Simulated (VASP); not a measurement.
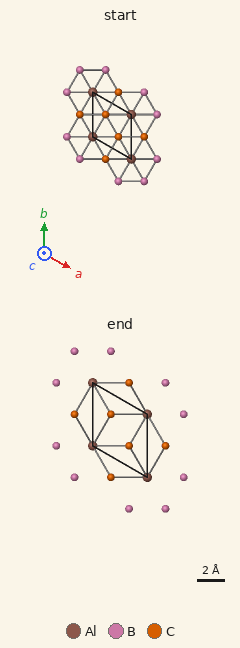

The structure of a crystal of AlB2C2 (a generated structure, set up in P6/mmm) before (top) and after (bottom) a relaxation, at one scale.

A ball-and-stick model of the cell of the calculation, seen along the c axis.

The run lets cell and atoms move.

These are results of VASP, Kohn-Sham DFT of a periodic cell, PBE, VASP PAW PBE potentials, recommended, not measurements.

Input file:
```
  PREC = Accurate
  ENCUT = 600
  EDIFF = 1E-7
  ISMEAR = 0
  SIGMA = 0.1
  LREAL = False
  LASPH = True
  NELM = 80
  ALGO = Normal
  ISIF = 3
  LWAVE = False
  LCHARG = False
  GGA = PE
  IBRION = 2
  NSW = 90
  EDIFFG = -0.04
```

Launched with:
```bash
cat potpaw_PBE.64/Al/POTCAR potpaw_PBE.64/B/POTCAR potpaw_PBE.64/C/POTCAR > POTCAR
mpirun -np 1 vasp_std > vasp.out
```

What changed between the two?

Answer. After 39 geometry steps the energy has fallen by 6.757 eV per cell of the calculation. All forces vanish by symmetry, so only the cell relaxes. The pressure goes from −5.61 to −0.11 GPa. The atoms keep their places relative to the cell (all moves are under 0.005 Å). Cell: a = b 3.371 → 4.766 Å (+41.4 %), c 5.687 → 2.823 Å (−50.4 %). Volume −0.8 %. Some distances before and after: Al–Al 5.687 → 2.823 Å, B–C 2.844 → 1.411 Å, C–C 1.946 → 2.752 Å, B–B 1.946 → 2.752 Å. New bonds form: B–C (2.84 → 1.41 Å). Bonds break: Al–B (1.95 → 2.75 Å), B–B (1.95 → 2.75 Å). The space group stays P6/mmm (No. 191).
